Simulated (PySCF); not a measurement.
# Br2, SMILES `BrBr`: electronic structure

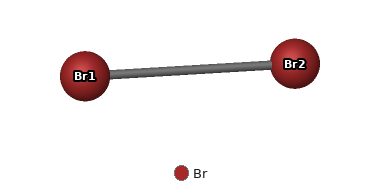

The molecule, with its atoms numbered as below. No frequency check shows the geometry to be a minimum.

Coordinates in Å:

```
Br1      1.1407    0.0000    0.0000
Br2     -1.1407    0.0000    0.0000
```

Part 1: Bonding charge

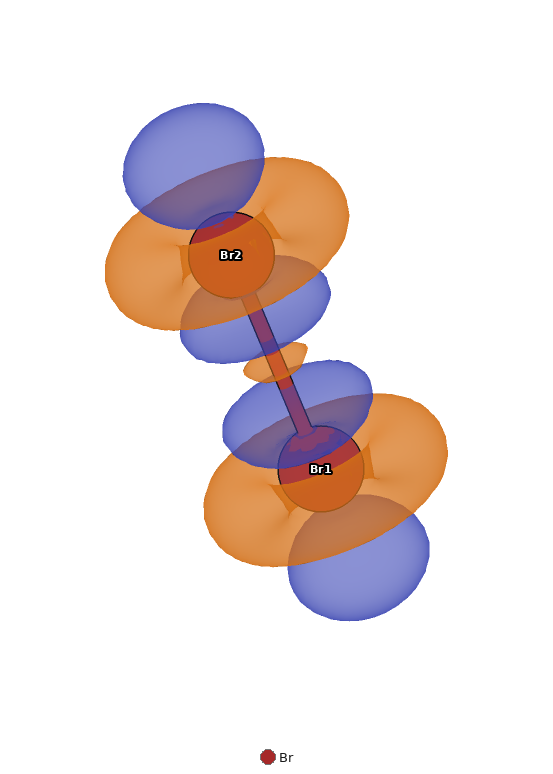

Deformation density (molecule less spherical, spin-averaged free atoms at the same positions), surfaces at ±0.04 e/Å³; orange: gain, blue: loss.

Level of theory: CAM-B3LYP/def2-TZVP (PySCF), at a geometry from GFN2-xTB.

Describe the bonding that the map shows.

Answer. Br1–Br2: +0.07 e/Å³ at the bond critical point (bond length 2.28 Å, Mayer order 1.1). In all, 0.6 electrons gather in the regions of gain relative to the promolecule. A small or negative value marks a very polar bond, one between electron-rich atoms, whose free-atom densities already overlap strongly, a long bond to a heavier atom, or a closed-shell contact such as a hydrogen bond.

Part 2: Bond critical points

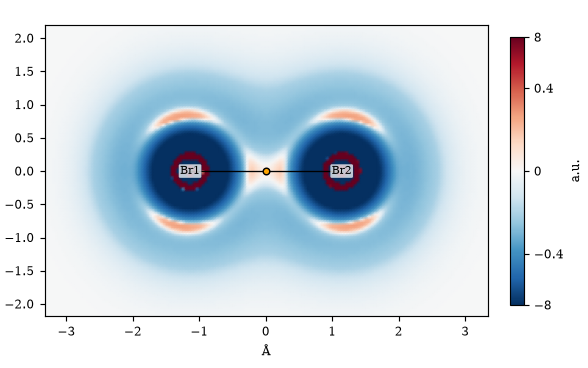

Negative Laplacian of the density (−∇²ρ) in a plane that holds the bond (red positive, blue negative, colour scale in a.u., logarithmic beyond ±0.04), with bond paths and bond critical points (dots).

At which bond critical points in this plane is charge locally concentrated, and at which depleted?

Answer. Concentrated (∇²ρ < 0): Br1–Br2 (−0.01 a.u.). At none is it depleted.

Part 3: Local ionisation energy

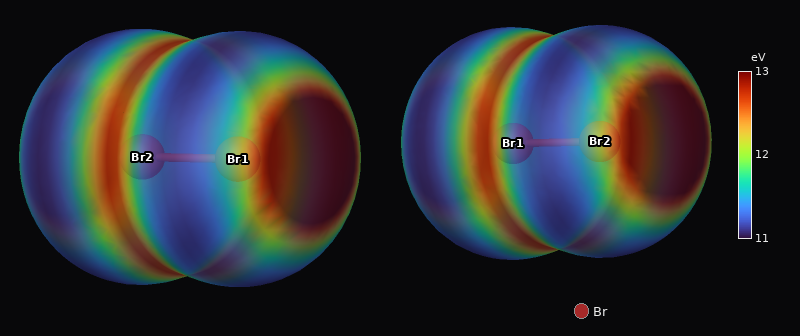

Average local ionisation energy on the surface of electron density 0.001 a.u. (back view left, front view right).

Where are the most loosely bound electrons on this surface?

Answer. The lowest value is 11.1 eV, 2.3 Å from Br2, and at like points elsewhere. For comparison, the highest occupied orbital lies at −9.4 eV.

What volume does the surface enclose, and what is the dipole moment?

Answer. About 78 Å³; the dipole moment is 0.0 D.

Part 4: Localised orbitals

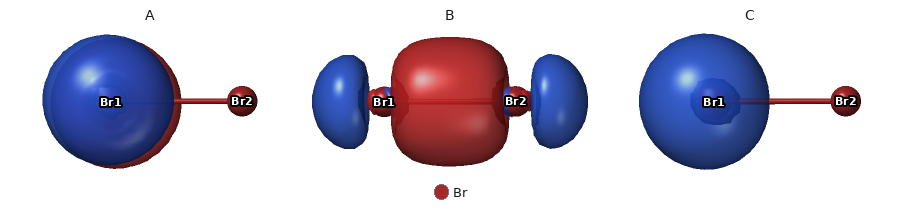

Pipek–Mezey orbitals, occupied; each surface holds about 80 % of the orbital's density. Energies are diagonal elements of the Fock matrix.

Level of theory: PBE0/def2-SVPD (PySCF), at a geometry from GFN2-xTB.

Name the orbitals, with their atomic make-up and energies.

Answer. By panel:
- A: lone pair on Br1 (p-type) (Br1 100 %; −9.3 eV)
- B: σ bond Br2–Br1 (Br2 50 %, Br1 50 %; −14.7 eV)
- C: lone pair on Br1 (s-type) (Br1 100 %; −21.2 eV)

Which has the smallest and which the largest spatial spread?

Answer. Smallest: C (0.96 Å); largest: B (1.31 Å).

The PySCF runs shown took 2.9 s and 1.4 s on 1 thread of AMD EPYC 9R45 96-Core Processor (Zen 5), on a shared host.
